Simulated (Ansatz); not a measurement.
Input

```
crystal:
  lattice:
    - [-6.039388, 3.966994, 2.048667]
    - [6.040145, 3.967502, -2.047318]
    - [-1.941224, -3.96844, -5.927367]
  atoms:
    - { symbol: Al, position: [0.0469819613, 0.3582711401, 0.9066013104] }
    - { symbol: Al, position: [0.0911330435, 0.6981050545, 0.8012211152] }
    - { symbol: Al, position: [0.5478355536, 0.8672944142, 0.9164695131] }
    - { symbol: Al, position: [0.1505272279, 0.0506070758, 0.7023976341] }
    - { symbol: Al, position: [0.2084052712, 0.4016797263, 0.6008841448] }
    - { symbol: Al, position: [0.2469966083, 0.7413375082, 0.489535488] }
    - { symbol: Al, position: [0.6017358558, 0.2087586189, 0.8011912463] }
    - { symbol: Al, position: [0.6497437114, 0.5500259191, 0.7010218298] }
    - { symbol: Al, position: [0.6980225255, 0.8912799799, 0.600935074] }
    - { symbol: Al, position: [0.2973967024, 0.0940271307, 0.3911438119] }
    - { symbol: Al, position: [0.3875407513, 0.7901119667, 0.1987524886] }
    - { symbol: Al, position: [0.9992060531, 0.0001277783, 0.0050463828] }
    - { symbol: Al, position: [0.7505120973, 0.2323870728, 0.4840948459] }
    - { symbol: Al, position: [0.7959176107, 0.5925404948, 0.3911817345] }
    - { symbol: Al, position: [0.8579057274, 0.9429939296, 0.3021537772] }
    - { symbol: Al, position: [0.4422623108, 0.1547863644, 0.0983280236] }
    - { symbol: Al, position: [0.5036038181, 0.5045391342, 0.0050196795] }
    - { symbol: Al, position: [0.9073475181, 0.3099387204, 0.1987212349] }
    - { symbol: Mo, position: [0.3545778422, 0.4447844146, 0.3005594785] }
    - { symbol: Os, position: [0.9363880142, 0.6541746113, 0.0919157167] }
basis:
  ecutwfc: 420
kpoints:
  mp_grid: { grid: [6, 6, 6] }
hamiltonian:
  xc: pbe
scf:
  occupations: { method: gaussian, width: 0.1 }
  n_extra_bands: 10
output:
  forces: true
  stress: true
  eigenvalues: true
  populations: true
  dos:
    method: { smearing: { sigma: 0.1, scheme: gaussian } }
    projected: true
    de: 0.02
  write_density: true
  write_potential: true
  elf: true
  volumetric_format: npy
```

Command:

```sh
ansatz run input.yaml --threads 4 --pin off --max-ram 9216MiB --backend cpu --events-out ev --progress --plain --runs-dir out
```

Below, planes, directions and counts refer to the conventional cell (a = 12.47 Å, b = 7.93 Å, c = 8.87 Å, α = 89.98°, β = 134.05°, γ = 90.02°).

Space group Cm; a generated structure, not necessarily the stable one; computed without spin polarisation.

Level of theory: DFT PBE, scalar-relativistic, plane waves, PAW in Ansatz 0.2.0.

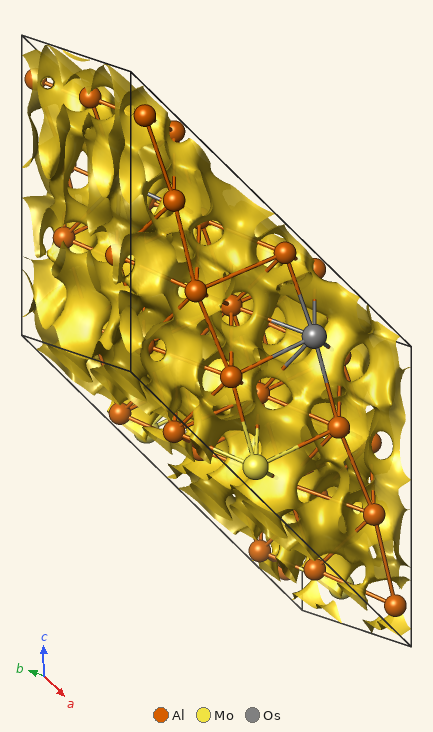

Al₁₈MoOs. Isosurface of the ELF at 0.55 (yellow), seen slightly off an axis. Core shells and regions of very low density are left out. Sticks mark near contacts.

Core electrons are frozen (PAW), and the valence fields are smoothed inside the atomic spheres.

Describe the localisation domains.

Answer. The ELF exceeds this value in one network that runs through the whole crystal, counted in one cell of 40 atoms. Regions shared between cells count once.

Values along the shortest contacts:
Al–Os (2.69 Å): the ELF is about 0.45 at the midpoint. Al–Al (2.70 Å): the ELF reaches about 0.60 near the midpoint.
